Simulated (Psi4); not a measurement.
# AlHCl2 (SMILES [Cl][AlH][Cl]), step by step

Aim: a series of 10 runs (PBE-D4/def2-SVP, PBE0-D4/def2-TZVP, PBE-D4/def2-TZVPP, r2SCAN-D4/def2-TZVPP, B3LYP-D4/def2-TZVPP, PBE0-D4/def2-TZVPP, wB97M-V/def2-TZVPP, CCSD(T)/def2-TZVPP, and more) of AlHCl2. 

The results are computed with Psi4 1.11.

## Step 1: Starting point

AlHCl2: 4 atoms, total charge 0, spin state singlet. SMILES: `[Cl][AlH][Cl]`. Geometry: a GFN2-xTB, rattled relaxation, a rough one for these elements and not checked as a minimum. The run starts from this shape.

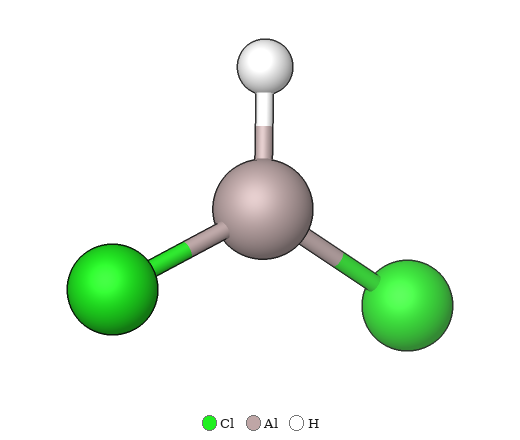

The structure, seen from a chosen angle (chlorine green, aluminium light grey, hydrogen white).

## Step 2: A geometry optimisation at PBE-D4/def2-SVP (density fitting) (run 1)

calc.inp

```
memory 3300 MB

molecule mol {
  0 1
  Cl    -1.200183     0.723385     1.419001
  Al     0.060437     0.045174    -0.066788
  Cl    -0.098532    -1.720819    -1.035972
  H      1.290079     0.895299    -0.285440
  symmetry c1
}

set {
  basis                   def2-SVP
  reference               rks
  scf_type                df
  geom_maxiter            60
  max_force_g_convergence 0.0005
}

result, w = optimize("pbe-d4", return_wfn=True)
```

On the command line:

```bash
$ psi4 calc.inp calc.out -n 2
```

calc.out:

```text
[...]
  Running in c1 symmetry.
[...]
  Nuclear repulsion =  167.101719298596919
[...]
  Multiplicity = 1
[...]
  Nalpha       = 24
  Nbeta        = 24
[...]
    Number of basis functions: 59
[...]
   @DF-RKS iter   1: -1162.60725949033599   -1.02470e-01   5.71472e-03 ADIIS/DIIS
[...]
   @DF-RKS iter   6: -1162.67818070682847   -5.45697e-12   5.95580e-09 DIIS
[...]
  @DF-RKS Final Energy: -1162.67818070682847
   => Energetics <=
    Nuclear Repulsion Energy =            163.4794942594351994
    One-Electron Energy =               -1934.0640061697095007
    Two-Electron Energy =                 682.9428394301511389
    DFT Exchange-Correlation Energy =     -75.0332316748003052
    Empirical Dispersion Energy =          -0.0032765519048285
    VV10 Nonlocal Energy =                  0.0000000000000000
    Total Energy =                      -1162.6781807068284706
[...]
 Multipole Moments:
 ------------------------------------------------------------------------------------
     Multipole            Electronic (a.u.)      Nuclear  (a.u.)        Total (a.u.)
 ------------------------------------------------------------------------------------
 L = 1.  Multiply by 2.5417464519 to convert [e a0] to [Debye]
 Dipole X            :         -1.3551651            1.6627333            0.3075682
 Dipole Y            :         -0.9662458            1.1869911            0.2207453
 Dipole Z            :          0.3451188           -0.4228347           -0.0777159
 Magnitude           :                                                    0.3864795
[...]
  -Total Gradient:
     Atom            X                  Y                   Z
    ------   -----------------  -----------------  -----------------
       1        0.000078083501     0.000042579713    -0.000025216342
       2        0.000133858345     0.000236159921     0.000049013372
       3        0.000051279222    -0.000080011065    -0.000088037875
       4       -0.000017439139    -0.000022341381     0.000002500920
[...]
    Final optimized geometry and variables:
    Molecular point group: c1
    Full point group: C1
    Geometry (in Angstrom), charge = 0, multiplicity = 1:
    CL          -0.812836767808     1.021508462409     1.285169979350
    AL           0.605794604753     0.432794372599    -0.153983841630
    CL           0.291690118507    -1.393801191926    -1.152696599156
    H            1.864043733406     1.330778190970    -0.474012001138
    Psi4 run time: 0:01:21.93
[...]
```

The script printed:

```text
Optimizer: Optimization complete!
```

Run time: 85 s. Hardware: 2 threads of AMD EPYC (Zen 3), shared host; peak memory 0.38 GiB.

Steps, from the record of the run:

```tsv
step	energy from the first frame kept (eV)	largest force (eV/Å)
0	0.0000	1.6860
1	-0.1350	0.6951
2	-0.0848	0.7566
3	-0.1483	0.3252
4	-0.1638	0.0722
5	-0.1642	0.0367
6	-0.1642	0.0142
```

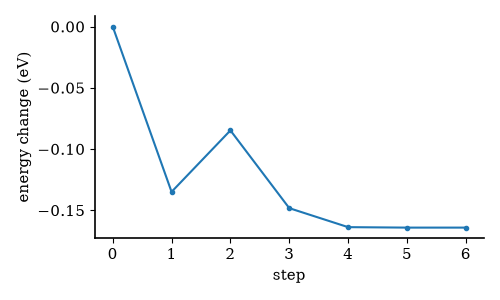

Energy along the run.

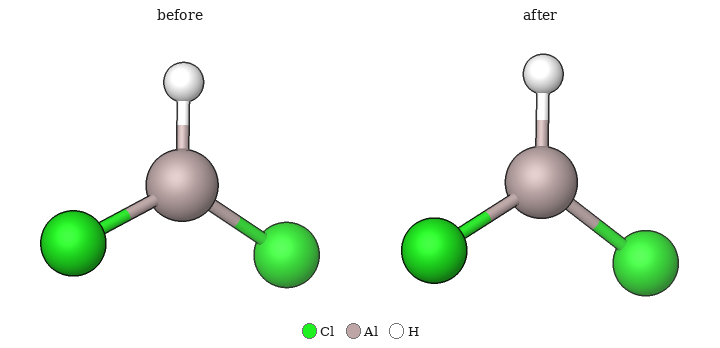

Before and after, at one scale.

After the run. Bond lengths: Cl1–Al2 2.105 Å, Al2–Cl3 2.105 Å, Al2–H4 1.579 Å. Angles: Cl1–Al2–Cl3 117.8°, Cl1–Al2–H4 121.1°, Cl3–Al2–H4 121.1°.

## Step 3: A geometry optimisation at PBE0-D4/def2-TZVP (density fitting) (run 2)

alcl2h.in

```
memory 3300 mb

molecule geom {
  0 1
  Cl    -1.246667     0.686995     1.400607
  Al     0.171964     0.098281    -0.038547
  Cl    -0.142140    -1.728315    -1.037260
  H      1.430214     0.996264    -0.358575
  symmetry c1
}

set basis def2-TZVP
set scf_type df
set geom_maxiter 50
set max_force_g_convergence 0.0002

result = optimize('pbe0-d4')
```

On the command line:

```bash
$ psi4 alcl2h.in alcl2h.out -n 2
```

alcl2h.out:

```text
[...]
  Running in c1 symmetry.
[...]
  Nuclear repulsion =  163.479479934995936
[...]
  Multiplicity = 1
[...]
  Nalpha       = 24
  Nbeta        = 24
[...]
    Number of basis functions: 117
[...]
   @DF-RKS iter   1: -1163.12353385321921   -3.06771e-01   3.93279e-03 ADIIS/DIIS
[...]
   @DF-RKS iter   8: -1163.18537648622146   -6.82121e-13   1.12061e-09 DIIS
[...]
  @DF-RKS Final Energy: -1163.18537648622146
   => Energetics <=
    Nuclear Repulsion Energy =            165.2513521232775986
    One-Electron Energy =               -1938.4717458809955133
    Two-Electron Energy =                 666.8245302800617083
    DFT Exchange-Correlation Energy =     -56.7866848421632326
    Empirical Dispersion Energy =          -0.0028281664022436
    VV10 Nonlocal Energy =                  0.0000000000000000
    Total Energy =                      -1163.1853764862214575
[...]
 Multipole Moments:
 ------------------------------------------------------------------------------------
     Multipole            Electronic (a.u.)      Nuclear  (a.u.)        Total (a.u.)
 ------------------------------------------------------------------------------------
 L = 1.  Multiply by 2.5417464519 to convert [e a0] to [Debye]
 Dipole X            :         -1.3199773            1.6455352            0.3255579
 Dipole Y            :         -0.9438547            1.1750492            0.2311945
 Dipole Z            :          0.3373267           -0.4187043           -0.0813775
 Magnitude           :                                                    0.4075060
[...]
  -Total Gradient:
     Atom            X                  Y                   Z
    ------   -----------------  -----------------  -----------------
       1       -0.000027419681     0.000016973550     0.000003555154
       2        0.000201370214     0.000095160202     0.000008929261
       3       -0.000012643833    -0.000016436792    -0.000029801090
       4        0.000031566290     0.000042514769    -0.000032205957
[...]
    Final optimized geometry and variables:
    Molecular point group: c1
    Full point group: C1
    Geometry (in Angstrom), charge = 0, multiplicity = 1:
    CL          -0.804170495126     1.011272609582     1.271477377568
    AL           0.598946612885     0.427042642517    -0.151687161367
    CL           0.288867191154    -1.378732270575    -1.140914775761
    H            1.844629921553     1.317069130425    -0.469199895150
    Psi4 run time: 0:01:27.49
[...]
```

Standard output:

```text
Optimizer: Optimization complete!
```

Run time: 91 s. Hardware: 2 threads of AMD EPYC (Zen 3), shared host; peak memory 0.59 GiB.

Steps, from the record of the run:

```tsv
step	energy from the first frame kept (eV)	largest force (eV/Å)
0	0.0000	0.3990
1	-0.0101	0.1476
2	-0.0098	0.0843
3	0.0001	0.4079
4	-0.0069	0.1777
5	-0.0108	0.0115
```

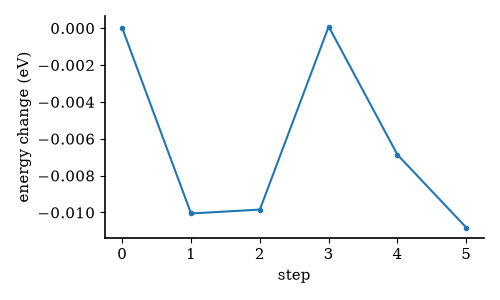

Energy along the run.

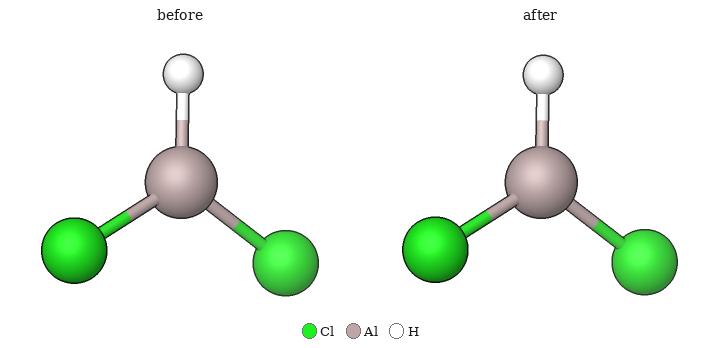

Before and after, at one scale.

After the run. Bond lengths: Cl1–Al2 2.082 Å, Al2–Cl3 2.082 Å, Al2–H4 1.564 Å. Angles: Cl1–Al2–Cl3 117.9°, Cl1–Al2–H4 121.1°, Cl3–Al2–H4 121.1°.

Run 3 isn't shown in full; the table further down has it.

## Step 4: A single-point energy at PBE-D4/def2-TZVPP (density fitting) (run 4)

input.in

```
memory 3300 mb

molecule {
  Cl    -2.33948283     1.27888916     2.62088762
  Al     0.31202402     0.17485447    -0.06850257
  Cl    -0.27394037    -3.23756572    -1.93787257
  H      2.66602562     1.85676174    -0.66851518
  units au
  symmetry c1
}

set basis def2-TZVPP
set scf_type df
set dft_radial_points 99
set dft_spherical_points 590

E, wfn = energy("pbe-d4", return_wfn=True)
```

On the command line:

```bash
$ psi4 -n 2 input.in input.out
```

input.out:

```text
[...]
  Running in c1 symmetry.
[...]
  Nuclear repulsion =  165.251354276248577
[...]
  Multiplicity = 1
[...]
  Nalpha       = 24
  Nbeta        = 24
[...]
    Number of basis functions: 140
[...]
   @DF-RKS iter   1: -1162.97833612245677   -1.60319e-01   4.07290e-03 DIIS/ADIIS
[...]
   @DF-RKS iter   8: -1163.08647914479707   -3.45997e-08   5.06474e-07 DIIS
[...]
    Orbital Energies [Eh]
    ---------------------
    Doubly Occupied:
       1A   -100.658358     2A   -100.658351     3A    -55.426129
       4A     -9.174047     5A     -9.174036     6A     -6.992929
       7A     -6.992920     8A     -6.989735     9A     -6.989728
      10A     -6.988630    11A     -6.988622    12A     -3.983857
      13A     -2.590730    14A     -2.584718    15A     -2.581960
      16A     -0.755315    17A     -0.744741    18A     -0.411702
      19A     -0.349955    20A     -0.332170    21A     -0.316164
      22A     -0.301119    23A     -0.292508    24A     -0.291695
[...]
  @DF-RKS Final Energy: -1163.08647914479707
   => Energetics <=
    Nuclear Repulsion Energy =            165.2513542762485770
    One-Electron Energy =               -1938.4024045656792623
    Two-Electron Energy =                 685.1456912054534314
    DFT Exchange-Correlation Energy =     -75.0778146526257899
    Empirical Dispersion Energy =          -0.0033054081939561
    VV10 Nonlocal Energy =                  0.0000000000000000
    Total Energy =                      -1163.0864791447970674
[...]
 Multipole Moments:
 ------------------------------------------------------------------------------------
     Multipole            Electronic (a.u.)      Nuclear  (a.u.)        Total (a.u.)
 ------------------------------------------------------------------------------------
 L = 1.  Multiply by 2.5417464519 to convert [e a0] to [Debye]
 Dipole X            :         -1.3501415            1.6455357            0.2953942
 Dipole Y            :         -0.9652870            1.1750497            0.2097627
 Dipole Z            :          0.3448861           -0.4187043           -0.0738182
 Magnitude           :                                                    0.3697394
[...]
```

Run time: 33 s. Hardware: 2 threads of AMD EPYC (Zen 3), shared host; peak memory 0.89 GiB.

Runs 5 to 9 aren't shown in full; the table further down has their settings and results.

## Step 5: The energy at MP2/def2-QZVPP (density fitting, density fitting for correlation) (run 10)

calc.inp

```
memory 3300 mb

molecule system {
  0 1
  Cl
  Al 1 2.082176
  Cl 2 2.082197 1 117.88556
  H 2 1.563551 1 121.06123 3 179.90226
  units angstrom
  symmetry c1
}

set scf_type df
set num_frozen_docc 15

e = energy("mp2/def2-QZVPP")
```

On the command line:

```bash
$ psi4 -n 2 calc.inp calc.out
```

calc.out:

```text
[...]
  Running in c1 symmetry.
[...]
  Nuclear repulsion =  165.251361738680203
[...]
  Multiplicity = 1
[...]
  Nalpha       = 24
  Nbeta        = 24
[...]
    Number of basis functions: 240
[...]
   @DF-RHF iter   1: -1161.68526830109113   -5.70588e-01   1.27803e-03 ADIIS/DIIS
[...]
   @DF-RHF iter  10: -1161.71291711847357   -2.06910e-11   3.72678e-09 DIIS
[...]
    Orbital Energies [Eh]
    ---------------------
    Doubly Occupied:
       1A   -104.831870     2A   -104.831863     3A    -58.542672
       4A    -10.558728     5A    -10.558719     6A     -8.025383
       7A     -8.025375     8A     -8.024652     9A     -8.024645
      10A     -8.024541    11A     -8.024534    12A     -4.952335
      13A     -3.268389    14A     -3.266724    15A     -3.265488
      16A     -1.097100    17A     -1.083806    18A     -0.604088
      19A     -0.527090    20A     -0.514596    21A     -0.491030
      22A     -0.473762    23A     -0.465619    24A     -0.462124
[...]
  @DF-RHF Final Energy: -1161.71291711847357
   => Energetics <=
    Nuclear Repulsion Energy =            165.2513617386802025
    One-Electron Energy =               -1938.0382925906128548
    Two-Electron Energy =                 611.0740137334588553
    Total Energy =                      -1161.7129171184737970
[...]
 Multipole Moments:
 ------------------------------------------------------------------------------------
     Multipole            Electronic (a.u.)      Nuclear  (a.u.)        Total (a.u.)
 ------------------------------------------------------------------------------------
 L = 1.  Multiply by 2.5417464519 to convert [e a0] to [Debye]
 Dipole X            :         -0.0035995            0.0021847           -0.0014148
 Dipole Y            :         -1.3654101            1.7688553            0.4034452
 Dipole Z            :         -0.8225393            1.0653589            0.2428196
 Magnitude           :                                                    0.4708836
[...]
```

Wall time 21 s (2 threads of AMD EPYC (Zen 3), shared host); peak memory 0.53 GiB.

## Step 6: The series

```tsv
run	level	geom maxiter	max force g convergence	task	energy (Eh)	dipole moment (D)	HOMO energy (eV)	LUMO energy (eV)	wall time
1	PBE-D4/def2-SVP (density fitting)	60	0.0005	optimise	-1162.678181	0.98	-7.74	-2.12	85 s
2	PBE0-D4/def2-TZVP (density fitting)	50	0.0002	optimise	-1163.185376	1.04	-9.32	-1.43	91 s
3	PBE0-D4/def2-TZVP (density fitting)	–	–	frequencies	timeout	–	–	–	5.7 min
4	PBE-D4/def2-TZVPP (density fitting)	–	–	energy	-1163.086479	0.94	-7.94	-2.20	33 s
5	r2SCAN-D4/def2-TZVPP (density fitting)	–	–	energy	-1163.515781	0.98	-8.31	-1.86	63 s
6	B3LYP-D4/def2-TZVPP (density fitting)	–	–	energy	-1163.660176	1.02	-9.05	-1.63	29 s
7	PBE0-D4/def2-TZVPP (density fitting)	–	–	properties	-1163.185772	1.04	-9.32	-1.43	29 s
8	wB97M-V/def2-TZVPP (density fitting)	–	–	energy	-1163.541059	1.02	-11.61	0.21	59 s
9	CCSD(T)/def2-TZVPP (density fitting, density fitting for correlation)	–	–	energy	timeout	–	–	–	2 min
10	MP2/def2-QZVPP (density fitting, density fitting for correlation)	–	–	energy	-1162.207815	–	-12.58	1.07	21 s
```

## Step 7: Summary of results

| quantity | value |
| --- | --- |
| run 10, MP2/def2-QZVPP: total energy | -1162.20782 Eh |
| run 10, MP2/def2-QZVPP: HOMO energy (Hartree–Fock orbitals) | -12.58 eV |
| run 10, MP2/def2-QZVPP: LUMO energy (Hartree–Fock orbitals) | 1.07 eV |
| run 10, MP2/def2-QZVPP: HOMO–LUMO gap (Hartree–Fock orbitals) | 13.65 eV |
| run 10, MP2/def2-QZVPP: correlation energy (15 core orbitals frozen) | -494.9 mEh |

What this shows: Over runs 4, 5, 6, 7, 8 the dipole moment (its size) runs from 0.94 D (PBE-D4/def2-TZVPP) to 1.04 D (PBE0-D4/def2-TZVPP). Over runs 4, 5, 6, 7, 8 the HOMO–LUMO gap runs from 5.74 eV (PBE-D4/def2-TZVPP) to 11.82 eV (wB97M-V/def2-TZVPP). Totals of different functionals can't be ranked against each other. All runs together took 15 min, the longest 5.7 min. 2 of the 10 runs gave no usable result.
